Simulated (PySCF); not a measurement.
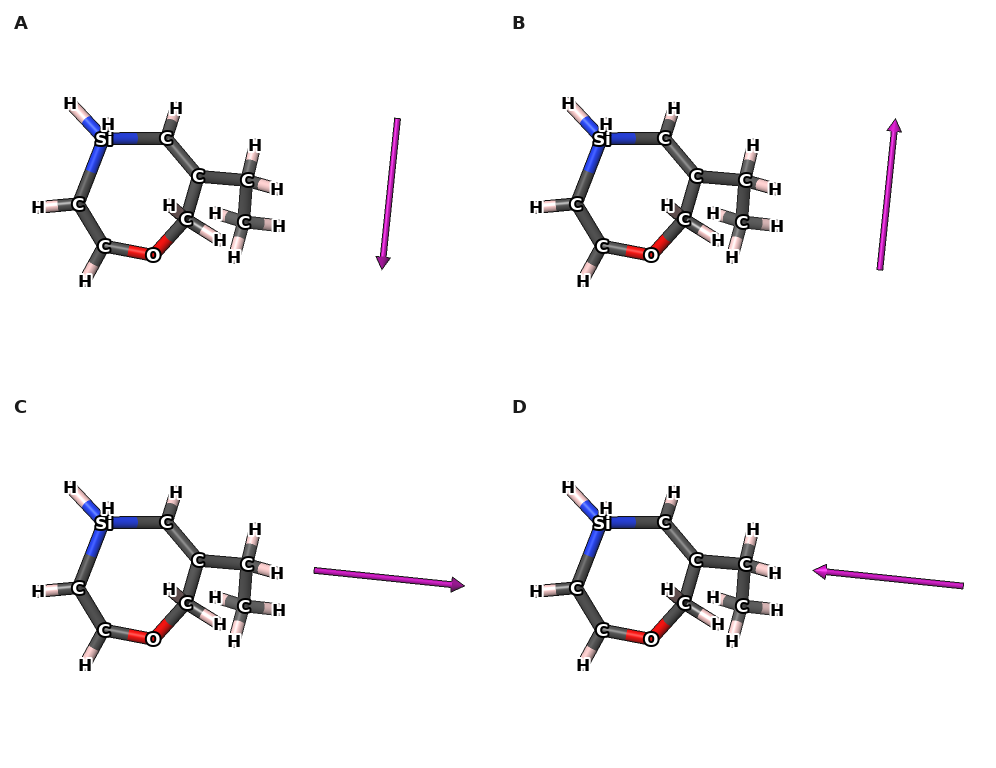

The same molecule four times, each with an arrow. The computed structure is the end point of a GFN2-xTB optimisation. No frequency run is at hand to confirm it as a minimum. Method: PBE0/pcSseg-1, gas phase (PySCF 2.14.0).

Which arrow points along the dipole moment, from the negative to the positive end?

Answer. C. The dipole moment is 0.98 D.

The geometry is semi-empirical. Around Si such bond lengths and angles can be off by a tenth of an ångström or more and by several degrees, and values that hang on the shape move with them.
